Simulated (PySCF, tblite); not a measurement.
# C4H10N2Si2: a rotation path, then NMR shifts on frames, part 2 of 2

tblite 0.8.0 and PySCF 2.14.0. Atoms count from 0. The steps go on from the part before.

### 5 Shielding tensors: image 4, PBE0/pcSseg-1

The job: settings as JSON, then the geometry in Å.

```
{"job": {"kind": "nmr", "xc": "PBE0", "basis": "pcSseg-1", "pop": false}, "charge": 0, "multiplicity": 1}
N      0.505400    -3.386300    -1.354400
C      0.765400    -2.272500    -1.281500
Si     1.331500    -0.489200    -1.268800
N      0.373900     0.571500    -0.293400
Si     0.995300     2.095300     0.301500
C     -0.973600     0.324600     0.135900
C     -1.227500    -0.253400     1.499400
C     -1.574600    -1.034400     0.267100
H      2.679900    -0.563100    -0.699900
H      1.301000    -0.099000    -2.684300
H      1.331000     1.966400     1.721700
H     -0.060700     3.094800     0.128300
H      2.166900     2.411900    -0.506900
H     -1.651700     1.113500    -0.180500
H     -0.361500    -0.580600     2.054500
H     -2.019100     0.151800     2.109900
H     -0.975400    -1.898300     0.039300
H     -2.614900    -1.146500     0.000500
```

Method: GIAO PBE0/pcSseg-1 NMR shielding, non-relativistic, gas phase.

What it wrote:

```text
coarse grid: 15920 points
cycle   1  E = -846.1835611921  dE =  9.427e-01  |g| = 5.183e-01  |ddm| = 3.914e+00
cycle   2  E = -846.0718789673  dE =  1.117e-01  |g| = 8.821e-01  |ddm| = 1.082e+00
cycle   3  E = -846.2408876273  dE = -1.690e-01  |g| = 1.946e-01  |ddm| = 6.678e-01
cycle   4  E = -846.2484029486  dE = -7.515e-03  |g| = 5.691e-02  |ddm| = 1.411e-01
cycle   5  E = -846.2490141384  dE = -6.112e-04  |g| = 2.059e-02  |ddm| = 5.874e-02
cycle   6  E = -846.2491085569  dE = -9.442e-05  |g| = 4.430e-03  |ddm| = 2.393e-02
cycle   7  E = -846.2491127003  dE = -4.143e-06  |g| = 7.756e-04  |ddm| = 4.179e-03
final grid: 144392 points
cycle   8  E = -846.2926059684  dE = -3.178e-05  |g| = 7.417e-03  |ddm| = 3.118e-02
cycle   9  E = -846.2925970749  dE =  8.893e-06  |g| = 9.658e-03  |ddm| = 1.575e-02
cycle  10  E = -846.2926191330  dE = -2.206e-05  |g| = 1.583e-03  |ddm| = 9.031e-03
cycle  11  E = -846.2926196224  dE = -4.893e-07  |g| = 5.198e-04  |ddm| = 1.170e-03
cycle  12  E = -846.2926196730  dE = -5.061e-08  |g| = 1.871e-04  |ddm| = 4.170e-04
cycle  13  E = -846.2926196802  dE = -7.253e-09  |g| = 4.183e-05  |ddm| = 1.742e-04
cycle  14  E = -846.2926196806  dE = -3.961e-10  |g| = 8.306e-06  |ddm| = 5.122e-05
converged SCF energy = -846.2926196806

GIAO shielding tensors (ppm)
atom      isotropic    diamagn.    paramagn.     s11        s22        s33       span
  0 N     -102.403     336.933    -439.336   -295.413   -287.170    275.373    570.786
  1 C       59.566     263.423    -203.857    -61.973    -47.436    288.106    350.079
  2 Si     418.905     879.910    -461.004    374.907    405.864    475.945    101.039
  3 N      262.056     330.610     -68.554    228.933    251.237    305.998     77.065
  4 Si     400.145     880.654    -480.508    343.776    391.295    465.365    121.589
  5 C      153.319     245.643     -92.324    121.544    126.911    211.504     89.960
  6 C      175.539     254.224     -78.685    136.347    175.387    214.883     78.536
  7 C      178.104     254.690     -76.586    147.834    175.845    210.633     62.800
  8 H       26.807      28.711      -1.904     22.888     25.365     32.167      9.278
  9 H       26.601      28.018      -1.417     22.423     24.798     32.581     10.158
 10 H       27.020      29.752      -2.732     22.908     25.498     32.654      9.746
 11 H       27.204      29.557      -2.352     23.817     25.268     32.528      8.711
 12 H       27.141      29.341      -2.200     23.226     25.644     32.553      9.328
 13 H       29.368      31.999      -2.631     22.169     28.270     37.665     15.496
 14 H       31.458      32.921      -1.463     26.749     29.043     38.582     11.834
 15 H       31.106      31.508      -0.403     25.616     26.263     41.438     15.822
 16 H       28.775      34.919      -6.144     21.024     25.367     39.934     18.910
 17 H       31.069      31.543      -0.474     25.201     26.533     41.472     16.270
```

It took 91 s on 1 thread, shared host.

This run: δ C1 127.4, C5 33.6, C6 11.4, C7 8.8, H9 5.12, H8 4.91 ppm.

### 6 Nuclear shieldings: image 6, PBE0/pcSseg-1

The job: settings as JSON, then the geometry in Å.

```
{"job": {"kind": "nmr", "xc": "PBE0", "basis": "pcSseg-1", "pop": false}, "charge": 0, "multiplicity": 1}
N      0.006700    -3.072100    -1.996900
C      0.492600    -2.094200    -1.650800
Si     1.407900    -0.549600    -1.132200
N      0.362000     0.568200    -0.327100
Si     0.910500     2.150200     0.174800
C     -0.952800     0.249600     0.150500
C     -1.169200    -0.197700     1.569100
C     -1.421000    -1.139700     0.430400
H      2.490700    -1.021200    -0.257200
H      1.891500     0.038100    -2.383100
H      1.228000     2.139100     1.606000
H     -0.181300     3.089200    -0.085500
H      2.093100     2.445000    -0.625800
H     -1.699100     0.933600    -0.245800
H     -0.289900    -0.382300     2.167100
H     -2.006500     0.197200     2.122800
H     -0.734100    -1.959900     0.306500
H     -2.438000    -1.386800     0.165700
```

Level: GIAO PBE0/pcSseg-1 NMR shielding, non-relativistic, gas phase.

What it wrote:

```text
coarse grid: 15920 points
cycle   1  E = -846.1845733042  dE =  9.455e-01  |g| = 5.185e-01  |ddm| = 3.909e+00
cycle   2  E = -846.0738011225  dE =  1.108e-01  |g| = 8.799e-01  |ddm| = 1.086e+00
cycle   3  E = -846.2419980531  dE = -1.682e-01  |g| = 1.946e-01  |ddm| = 6.699e-01
cycle   4  E = -846.2495177968  dE = -7.520e-03  |g| = 5.708e-02  |ddm| = 1.402e-01
cycle   5  E = -846.2501293722  dE = -6.116e-04  |g| = 2.091e-02  |ddm| = 5.936e-02
cycle   6  E = -846.2502270362  dE = -9.766e-05  |g| = 4.323e-03  |ddm| = 2.405e-02
cycle   7  E = -846.2502309742  dE = -3.938e-06  |g| = 7.936e-04  |ddm| = 4.128e-03
final grid: 144392 points
cycle   8  E = -846.2934713586  dE = -3.248e-05  |g| = 7.390e-03  |ddm| = 2.820e-02
cycle   9  E = -846.2934626577  dE =  8.701e-06  |g| = 9.591e-03  |ddm| = 1.567e-02
cycle  10  E = -846.2934844728  dE = -2.182e-05  |g| = 1.481e-03  |ddm| = 9.041e-03
cycle  11  E = -846.2934849003  dE = -4.275e-07  |g| = 5.015e-04  |ddm| = 1.131e-03
cycle  12  E = -846.2934849464  dE = -4.610e-08  |g| = 1.926e-04  |ddm| = 3.960e-04
cycle  13  E = -846.2934849541  dE = -7.692e-09  |g| = 4.120e-05  |ddm| = 1.723e-04
cycle  14  E = -846.2934849544  dE = -3.811e-10  |g| = 8.433e-06  |ddm| = 5.074e-05
converged SCF energy = -846.2934849544

GIAO shielding tensors (ppm)
atom      isotropic    diamagn.    paramagn.     s11        s22        s33       span
  0 N     -103.419     337.343    -440.762   -292.909   -291.250    273.902    566.811
  1 C       60.054     263.408    -203.354    -60.567    -46.831    287.561    348.128
  2 Si     413.678     880.060    -466.382    372.581    394.532    473.921    101.340
  3 N      259.668     330.457     -70.789    226.134    247.487    305.382     79.248
  4 Si     402.679     880.644    -477.965    348.460    391.243    468.333    119.873
  5 C      152.306     245.465     -93.159    118.241    127.365    211.311     93.071
  6 C      176.606     254.689     -78.083    140.598    174.739    214.482     73.884
  7 C      174.984     254.924     -79.940    144.961    171.169    208.821     63.860
  8 H       26.745      28.794      -2.049     23.040     24.631     32.564      9.524
  9 H       26.607      28.244      -1.638     22.569     25.005     32.246      9.677
 10 H       27.120      29.667      -2.547     23.056     25.636     32.668      9.611
 11 H       27.136      29.564      -2.428     23.683     25.103     32.621      8.938
 12 H       27.176      29.411      -2.235     23.287     25.690     32.551      9.264
 13 H       29.234      32.146      -2.912     22.210     28.046     37.447     15.237
 14 H       31.442      32.800      -1.358     26.782     28.840     38.704     11.922
 15 H       31.187      31.506      -0.319     25.713     26.363     41.486     15.773
 16 H       29.543      34.886      -5.344     23.903     26.223     38.502     14.598
 17 H       30.776      32.020      -1.244     25.174     26.365     40.789     15.615
```

Run time: 90 s. Hardware: 1 thread, shared host.

This run: δ C1 126.9, C5 34.6, C7 11.9, C6 10.3, H9 5.11, H8 4.97 ppm.

### 7 Nuclear shieldings: image 8, PBE0/pcSseg-1

The job: settings as JSON, then the geometry in Å.

```
{"job": {"kind": "nmr", "xc": "PBE0", "basis": "pcSseg-1", "pop": false}, "charge": 0, "multiplicity": 1}
N     -0.306300    -2.531100    -2.631700
C      0.340500    -1.813000    -2.017100
Si     1.417400    -0.658700    -1.014600
N      0.372900     0.531800    -0.321600
Si     0.827300     2.178300     0.037100
C     -0.917300     0.168900     0.189500
C     -1.098300    -0.151400     1.645800
C     -1.262100    -1.223200     0.609400
H      2.118200    -1.493100    -0.026300
H      2.332500     0.005900    -1.935500
H      0.992200     2.338700     1.485500
H     -0.254400     3.039300    -0.445100
H      2.081800     2.411300    -0.667600
H     -1.714800     0.742800    -0.275300
H     -0.210400    -0.187300     2.258500
H     -1.971300     0.223400     2.157500
H     -0.503500    -1.988200     0.554000
H     -2.253200    -1.588000     0.385800
```

With the program's defaults for keys left out, this is: GIAO PBE0/pcSseg-1 NMR shielding, non-relativistic, gas phase.

What it wrote:

```text
coarse grid: 15920 points
cycle   1  E = -846.1905096321  dE =  9.358e-01  |g| = 5.153e-01  |ddm| = 3.903e+00
cycle   2  E = -846.0804176265  dE =  1.101e-01  |g| = 8.759e-01  |ddm| = 1.065e+00
cycle   3  E = -846.2477353548  dE = -1.673e-01  |g| = 1.897e-01  |ddm| = 6.603e-01
cycle   4  E = -846.2548100979  dE = -7.075e-03  |g| = 5.850e-02  |ddm| = 1.379e-01
cycle   5  E = -846.2554541665  dE = -6.441e-04  |g| = 2.125e-02  |ddm| = 5.955e-02
cycle   6  E = -846.2555549101  dE = -1.007e-04  |g| = 4.297e-03  |ddm| = 2.363e-02
cycle   7  E = -846.2555588186  dE = -3.908e-06  |g| = 8.216e-04  |ddm| = 4.179e-03
final grid: 144392 points
cycle   8  E = -846.2991326038  dE = -3.262e-05  |g| = 7.392e-03  |ddm| = 2.815e-02
cycle   9  E = -846.2991233116  dE =  9.292e-06  |g| = 9.740e-03  |ddm| = 1.534e-02
cycle  10  E = -846.2991456450  dE = -2.233e-05  |g| = 1.712e-03  |ddm| = 8.866e-03
cycle  11  E = -846.2991462320  dE = -5.870e-07  |g| = 5.080e-04  |ddm| = 1.190e-03
cycle  12  E = -846.2991462795  dE = -4.751e-08  |g| = 1.950e-04  |ddm| = 4.321e-04
cycle  13  E = -846.2991462874  dE = -7.927e-09  |g| = 4.124e-05  |ddm| = 1.791e-04
cycle  14  E = -846.2991462878  dE = -3.777e-10  |g| = 9.078e-06  |ddm| = 5.170e-05
converged SCF energy = -846.2991462878

GIAO shielding tensors (ppm)
atom      isotropic    diamagn.    paramagn.     s11        s22        s33       span
  0 N      -93.198     338.304    -431.502   -293.349   -278.131    291.887    585.236
  1 C       61.253     263.663    -202.410    -55.089    -48.167    287.014    342.103
  2 Si     412.406     880.353    -467.947    375.155    391.095    470.968     95.813
  3 N      250.854     330.000     -79.146    226.876    233.086    292.600     65.724
  4 Si     399.941     880.700    -480.759    350.912    379.059    469.850    118.938
  5 C      154.054     245.975     -91.921    119.429    130.524    212.208     92.778
  6 C      176.722     254.707     -77.985    140.697    174.480    214.990     74.293
  7 C      174.414     254.937     -80.523    145.283    170.261    207.697     62.414
  8 H       26.855      29.253      -2.398     23.457     24.484     32.623      9.167
  9 H       26.789      28.787      -1.999     22.834     25.514     32.018      9.184
 10 H       27.107      29.739      -2.632     22.998     25.802     32.521      9.523
 11 H       27.047      29.673      -2.626     23.469     24.949     32.724      9.254
 12 H       27.143      29.803      -2.660     23.185     25.856     32.387      9.203
 13 H       29.177      32.541      -3.364     22.341     27.647     37.543     15.203
 14 H       31.403      32.682      -1.279     26.713     28.734     38.763     12.050
 15 H       31.072      31.430      -0.357     25.583     26.247     41.387     15.803
 16 H       30.627      33.821      -3.194     26.289     28.035     37.557     11.268
 17 H       30.615      32.026      -1.411     25.040     26.154     40.652     15.613
```

Run time: 90 s. Hardware: 1 thread, shared host.

Key values: δ C1 125.7, C5 32.9, C7 12.5, C6 10.2, H9 4.93, H8 4.86 ppm.

### 8 Run by run: NMR shifts

Shifts (ppm) of some atoms, chosen among heavy atoms and hydrogens apart, with basis size and wall time:

```csv
frame,C7,H16,H17,N0,N3,Si4,Si2,functions,time
image 0,8.7,1.43,0.79,357.4,23.1,-46.9,-65.5,200,88 s
image 2,8.6,2.66,0.67,361.7,15.3,-45.9,-69.9,200,89 s
image 4,8.8,2.94,0.65,370.1,5.7,-51.0,-69.7,200,91 s
image 6,11.9,2.17,0.94,371.1,8.1,-53.5,-64.5,200,90 s
image 8,12.5,1.09,1.10,360.9,16.9,-50.8,-63.2,200,90 s
```

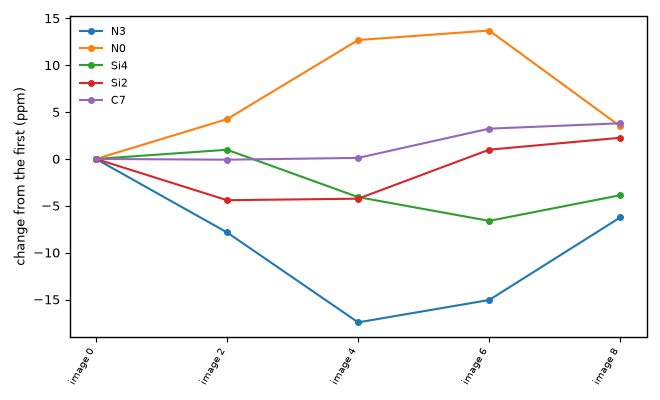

How five of the tabulated atoms move from run to run.

### 9 Summary of results

This closing draws on all 2 parts.

| quantity | value |
| --- | --- |
| barrier | 0.113 eV (2.6 kcal/mol) at image 4 |
| end to end (GFN2-xTB) | 0.008 eV |
| ¹³C shifts against TMS (PBE0/pcSseg-1, image 0) | 126.9, 34.0, 8.7, 8.4 ppm |
| ¹H shifts against TMS (PBE0/pcSseg-1, image 0) | 4.94, 4.80, 4.71, 4.66, 4.61, 2.47, 1.43, 0.79, 0.67, 0.64 ppm |
| ¹⁵N shifts against NH3 (PBE0/pcSseg-1, image 0) | 357.4, 23.1 ppm |
| ²⁹Si shifts against TMS (PBE0/pcSseg-1, image 0) | -46.9, -65.5 ppm |
| range of the shift of N3 | 5.7 to 23.1 ppm |

What this shows: Along the band the dihedral turns by 111°, and the top (dihedral -20°) lies 2.6 kcal/mol above the start (GFN2-xTB, rough), so at room temperature this motion is fast. Ends this close can change order at a higher level. The top was not checked by a frequency run. Shifts at one fixed geometry are not the observed spectrum, which averages over the motion. In the first frame run (image 0): The largest span, 575 ppm, is at N0, where the paramagnetic term is -428 ppm. In ppm, N3 moves most: its shift spreads over 17.4 ppm, from 5.7 (image 4) to 23.1 (image 0).
